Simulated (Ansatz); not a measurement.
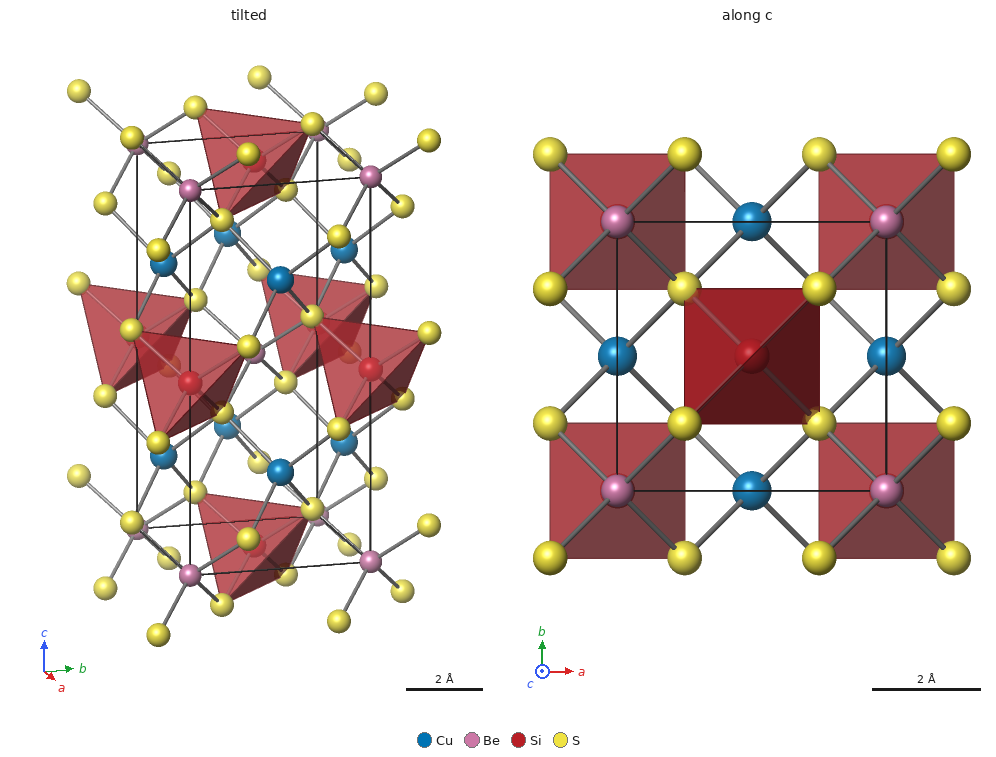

Polyhedral drawing of the structure, looking slightly off an axis and along the c axis. Lines trace the edges of the conventional unit cell. Some atoms of the next cells are drawn as well.

BeCu$_{2}$SiS$_{4}$, space group I-42m (No. 121), a = 5.006 Å, b = 5.006 Å, c = 10.597 Å, α = 90.00°, β = 90.00°, γ = 90.00°. Source of the structure: a structure type filled with these elements by a generator (whether the compound takes this form wasn't checked). Earlier steps of the study may have refined or changed the cell and positions. Ansatz was used for an electronic-structure calculation on it.

This one geometry was computed with Ansatz (DFT, plane waves, PAW) at four levels of theory: PBE0, r2SCAN, HSE06 and PBE. It was relaxed beforehand with r2SCAN.

### Which level gives the highest pressure at this volume, and what does that say about its equilibrium volume?

Highest: PBE (2.0 GPa), which points to the largest equilibrium volume. Lowest, with the smallest volume: r2SCAN (0.0 GPa). Levels within 0.5 GPa of each other can't be told apart.

### How does the band gap change with the level of theory?

PBE: a gap of 1.56 eV, indirect; r2SCAN: a gap of 1.86 eV, indirect; HSE06: a gap of 2.71 eV, indirect; PBE0: a gap of 3.42 eV, indirect.

### Collect the results in a table.

| level | cutoff (eV) | k-mesh of the run's cell | gap (eV) | pressure (GPa) |
| --- | --- | --- | --- | --- |
| PBE0 | 420 | 4×4×4 | 3.42 | 0.8 |
| r2SCAN | 500 | 8×8×8 | 1.86 | 0.0 |
| HSE06 | 420 | 4×4×4 | 2.71 | 0.9 |
| PBE | 420 | 8×8×8 | 1.56 | 2.0 |

Gaps are taken on the k-mesh or band path of each run.
